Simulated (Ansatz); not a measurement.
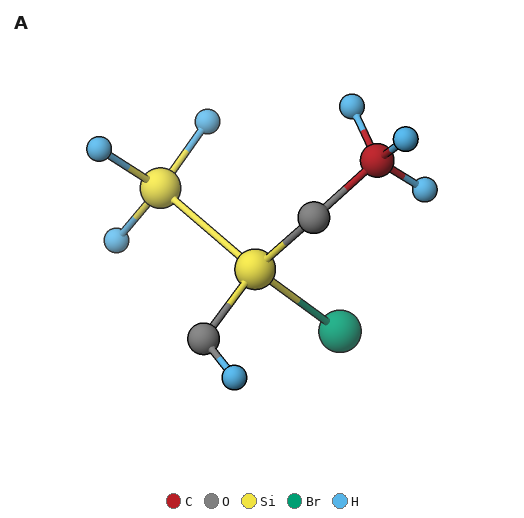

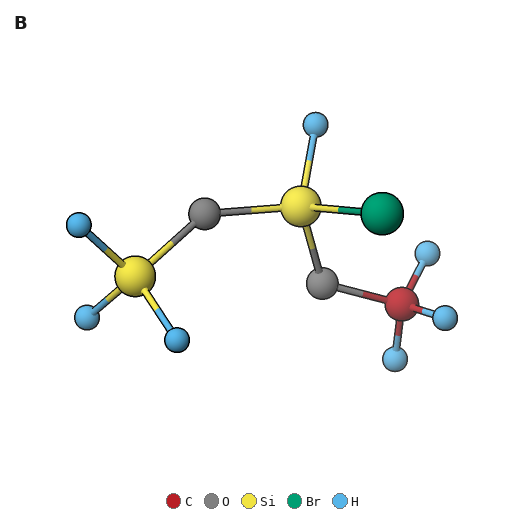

2 stationary structures of one formula. Geometries: PBE0-D4/def2-TZVP. Electronic energies: CCSD(T)/CBS (MP2 limit from def2-TZVPP and def2-QZVPP plus CCSD(T) − MP2) (Ansatz 0.2.0), without zero-point energy. No frequency run is at hand to confirm each as a minimum. Each is one conformer, not always the lowest.

**Which structure is the most stable?**

B is lowest; A lies 25.6 kcal/mol above it. A is `CO[Si@@](O)([SiH3])Br`, B is `CO[Si@H](Br)O[SiH3]`.

Give E(B) − E(A) in kcal/mol at these levels too: ωB97M-V/def2-TZVPP; ωB97X-V/def2-TZVPP; PBE0-D4/def2-TZVPP; B3LYP-D4/def2-TZVPP; PBE0-D4/def2-TZVP; RHF-CCSD(T) (frozen core)/def2-TZVPP; RHF-MP2 (frozen core)/def2-QZVPP; CCSD(T)/CBS (MP2 limit from def2-TZVPP and def2-QZVPP plus CCSD(T) − MP2).

```csv
level,E(B) − E(A) (kcal/mol)
ωB97M-V/def2-TZVPP,−25.7
ωB97X-V/def2-TZVPP,−24.7
PBE0-D4/def2-TZVPP,−21.0
B3LYP-D4/def2-TZVPP,−25.0
PBE0-D4/def2-TZVP,−21.9
RHF-CCSD(T) (frozen core)/def2-TZVPP,−25.7
RHF-MP2 (frozen core)/def2-QZVPP,−27.5
CCSD(T)/CBS (MP2 limit from def2-TZVPP and def2-QZVPP plus CCSD(T) − MP2),−25.6
```
